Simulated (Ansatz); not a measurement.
## Electronic structure of CH7ClGeSi in real space

Input

```
crystal:
  periodic: [false, false, false]
  atoms:
    - {symbol: C, position_ang: [-0.428961, -1.557799, 2.071462]}
    - {symbol: Cl, position_ang: [0.715991, 1.439241, 1.863124]}
    - {symbol: Ge, position_ang: [-2.251334, 0.634109, -0.038152]}
    - {symbol: Si, position_ang: [-0.193996, -0.152311, 0.863703]}
    - {symbol: H, position_ang: [0.535140, -1.872316, 2.489237]}
    - {symbol: H, position_ang: [-0.883013, -2.418378, 1.563105]}
    - {symbol: H, position_ang: [-1.083037, -1.259316, 2.898934]}
    - {symbol: H, position_ang: [0.740426, -0.549468, -0.228876]}
    - {symbol: H, position_ang: [-2.007057, 1.808524, -0.996351]}
    - {symbol: H, position_ang: [-3.177177, 1.095024, 1.098721]}
    - {symbol: H, position_ang: [-2.949999, -0.500160, -0.809908]}
basis:
  gaussian:
    orbitals: def2-TZVPD
hamiltonian:
  xc: pbe0
output: {forces: true, orbitals: {seedname: orbitals}}
```

Run with:

```sh
ansatz run input.yaml --threads 2 --pin off --max-ram 4350MiB --events-out events.jsonl --progress --plain --runs-dir runs
```

Geometry: PBE0-D3(BJ)/pcseg-1.

Computed with isolated molecule in a Gaussian basis; Kohn-Sham density functional theory, functional PBE0 (Ansatz).

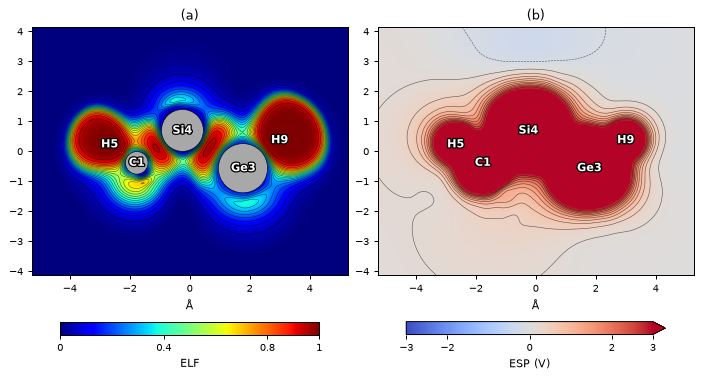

Figure 1. (a) electron localisation function; (b) electrostatic potential on the plane of atoms C1, Si4 and Ge3. Grey discs cover the atomic cores in the ELF map.

Question: What does the map show?

Answer:
- The section cuts through C, Ge, Si and H sites.
- C–Si (1.87 Å): the ELF peaks at about 0.95 between the atoms, as expected for a covalent bond.
- Si–Ge (2.38 Å): the ELF peaks at about 0.95 between the atoms: a shared electron pair.
- C–H (1.10 Å): the ELF climbs to about 1 towards the hydrogen, as it does in any bond to H (an ordinary covalent bond to hydrogen).
- Ge–H (1.54 Å): the ELF climbs to about 1 towards the hydrogen.
- Outside the dense part of the molecule the potential is most negative (−0.3 V) near Cl2, which lies off the plane.

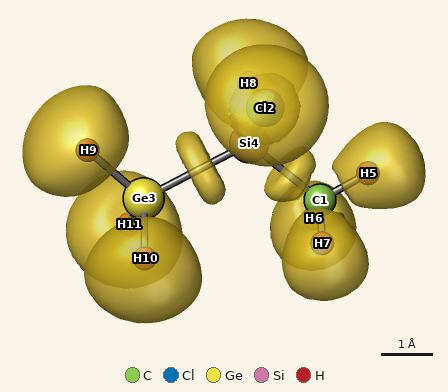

Figure 2. Isosurface of the ELF at 0.8 (yellow), seen at an oblique angle. Core shells and regions of very low density are left out.

Question: What do the ELF domains correspond to?

Answer: At this value the surface marks out one region between bonded C–Si atoms (shared pairs), one region between bonded Ge–Si atoms (shared pairs), seven regions around hydrogen nuclei and one region on Cl in which the atom's valence shell and bonds are merged. Profiles from the grid: Si–Cl (2.09 Å): the ELF peaks at about 0.85 between the atoms, as expected for a shared but strongly polarised pair.

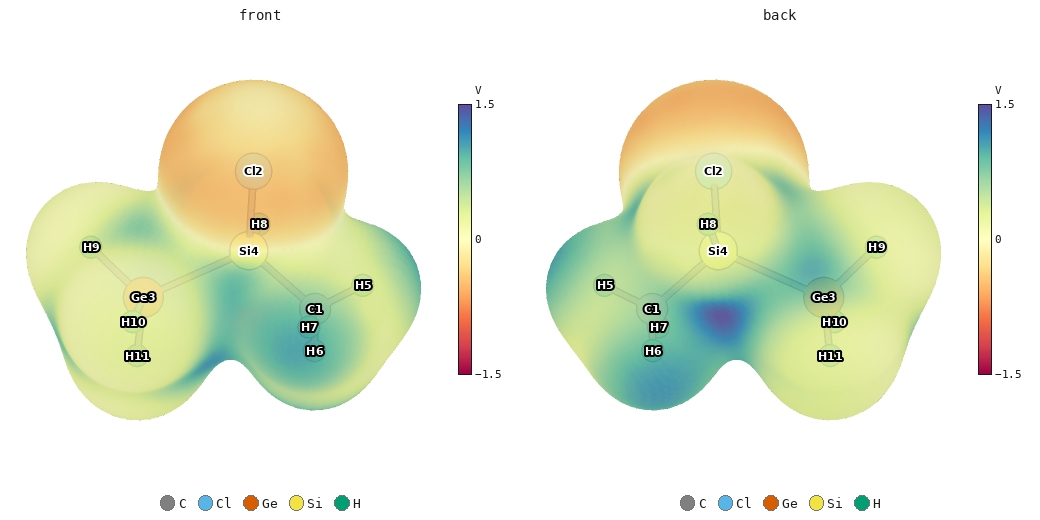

Figure 3. The molecular electrostatic potential painted on the density surface at 0.002 e/bohr³, seen from the front and from behind; the colour scale runs from red (negative) to blue (positive).

Question: Describe the electrostatic potential map.

Answer: The most negative region (about −0.6 V) lies over Cl2, the most positive (about +1.4 V) over Si4.

Question: How polar is the molecule by this calculation?

Answer: Its dipole moment is 1.87 D.

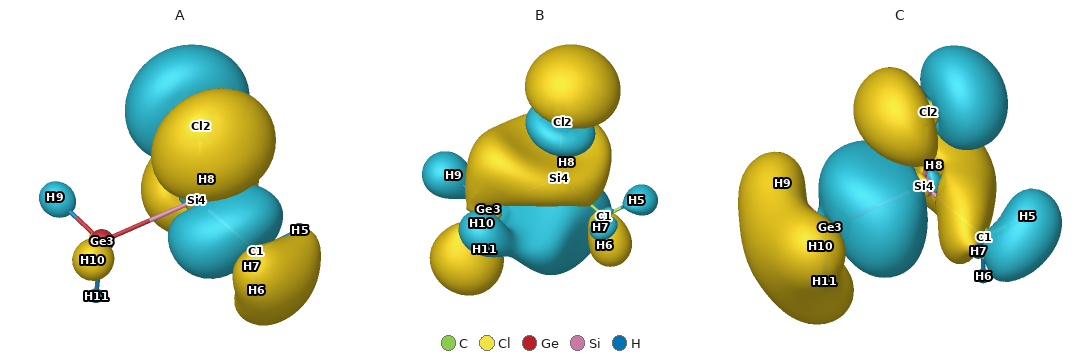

Figure 4. Three frontier orbitals at ±0.05 Å⁻³ᐟ² (yellow and cyan are the two phases), in no order.

Question: Which picture is the HOMO−1, the HOMO and the LUMO?

Answer: A is the HOMO−1 (−8.77 eV). It lies mainly on Cl2 (about 55 %), Si4 (about 15 %), C1 (about 15 %) and H8 (about 10 %). C is the HOMO (−7.92 eV). It lies mainly on Ge3 (about 30 %), Si4 (about 25 %) and Cl2 (about 25 %). B is the LUMO (−0.26 eV). Its weight (Hirshfeld) is mainly on Si4 (about 35 %), Cl2 (about 20 %), Ge3 (about 20 %) and H11 (about 5 %).

Question: What is the HOMO–LUMO gap?

Answer: 7.66 eV between the orbital energies.
